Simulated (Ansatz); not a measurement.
# C2H7FSSi2 (SMILES F[Si]1([SiH3])CSC1): what the fields show

The calculation's input:

```
crystal:
  periodic: [false, false, false]
  atoms:
    - { symbol: F, position_ang: [-1.6668, -1.075, -1.035] }
    - { symbol: Si, position_ang: [-0.502, -0.3057, -0.3071] }
    - { symbol: Si, position_ang: [1.5065, -0.7979, -1.1469] }
    - { symbol: C, position_ang: [-0.5907, -0.3795, 1.5457] }
    - { symbol: S, position_ang: [-0.092, 1.3566, 1.6403] }
    - { symbol: C, position_ang: [-0.8413, 1.5247, -0.0271] }
    - { symbol: H, position_ang: [2.6579, -0.0944, -0.4039] }
    - { symbol: H, position_ang: [1.8568, -2.2417, -1.0452] }
    - { symbol: H, position_ang: [1.6511, -0.3985, -2.5252] }
    - { symbol: H, position_ang: [-0.0093, -1.1035, 2.0796] }
    - { symbol: H, position_ang: [-1.6989, -0.5298, 1.9283] }
    - { symbol: H, position_ang: [-0.2994, 2.2117, -0.6711] }
    - { symbol: H, position_ang: [-1.9514, 1.7983, -0.0177] }
basis:
  gaussian: { orbitals: "6-31G" }
hamiltonian:
  xc: b3lyp
  dispersion: d4
relax:
  f_tol: 0.015
  max_steps: 40
output:
  orbitals: {}
```

Launched as:

```sh
ansatz run input.yaml --threads 1 --pin off --max-ram 2048MiB --backend cpu --events-out ev --progress --plain --runs-dir out
```

The fields are those of the relaxed geometry.

These are results of Ansatz 0.2.0, RKS B3LYP-D4/6-31G, not measurements.

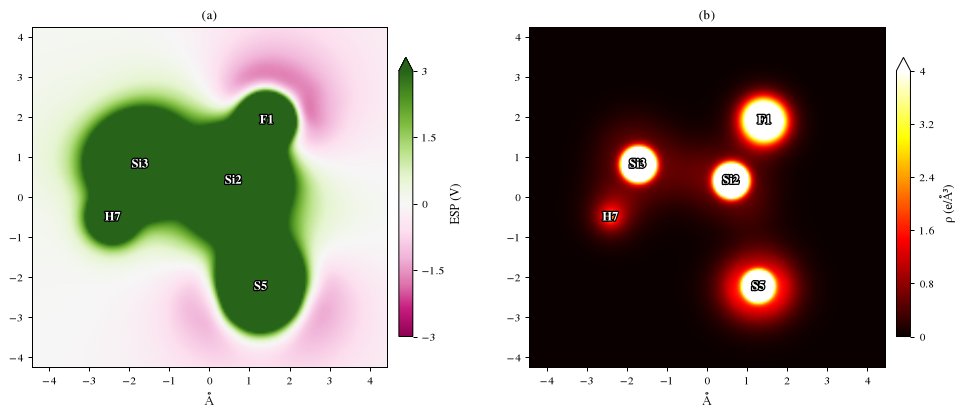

Figure 1. (a) molecular electrostatic potential; (b) total electron density on the plane of atoms F1, Si2 and Si3.

What does the map show?

Atoms in the plane: F, Si, S and H. Si–F (1.71 Å): ρ is about 0.75 e/Å³ halfway. Si–Si (2.36 Å): the density is about 0.53 e/Å³ at the midpoint. Si–H (1.50 Å): ρ is about 0.66 e/Å³ halfway. Outside the dense part of the molecule the potential is most negative (−1.7 V) near F1.

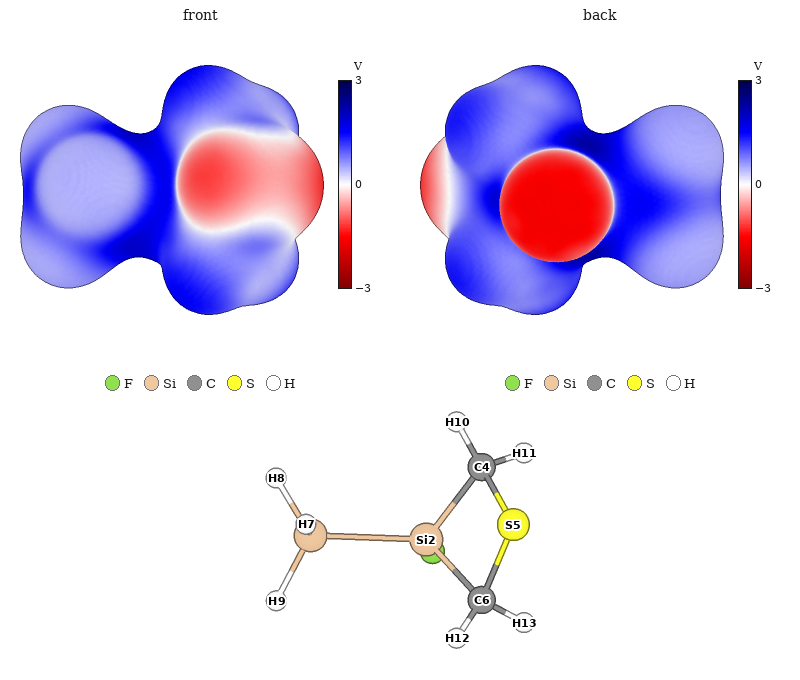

Figure 2. The molecular electrostatic potential painted on the density surface at 0.004 e/bohr³, seen from the front and from behind; red is negative and blue positive. The bare structure is drawn below in the same view.

Describe the electrostatic potential map.

The most negative region (about −1.6 V) lies over F1, the most positive (about +2.1 V) over Si2.

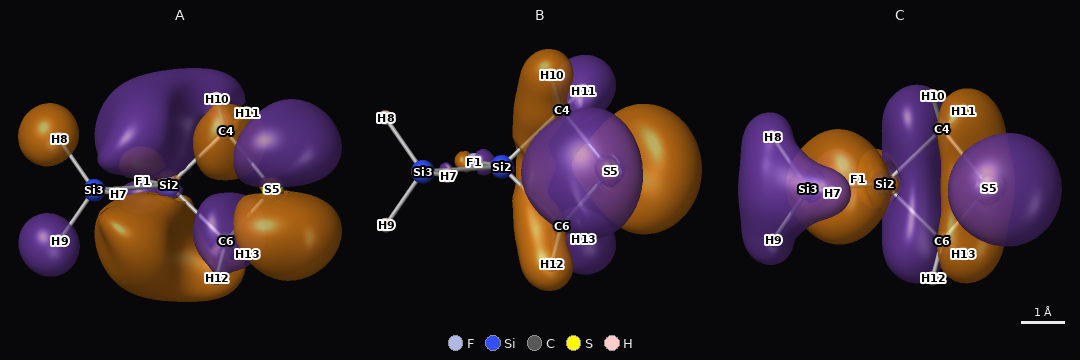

Figure 3. Three frontier orbitals at ±0.06 Å⁻³ᐟ² (orange and purple are the two phases), in no order.

Order the three orbitals by energy and name them.

C is the HOMO−1 (−7.77 eV). It lies mainly on S5 (about 30 %), Si3 (about 15 %), Si2 (about 15 %), C4 (about 10 %), C6 (about 10 %) and F1 (about 5 %). B is the HOMO (−6.46 eV). By Hirshfeld shares it lies mainly on S5 (about 80 %); largely a lone pair of S5. A is the LUMO (−0.68 eV). By Hirshfeld shares it lies mainly on S5 (about 30 %), Si2 (about 20 %), C6 (about 10 %) and C4 (about 10 %).

What is the HOMO–LUMO gap?

5.78 eV between the orbital energies.
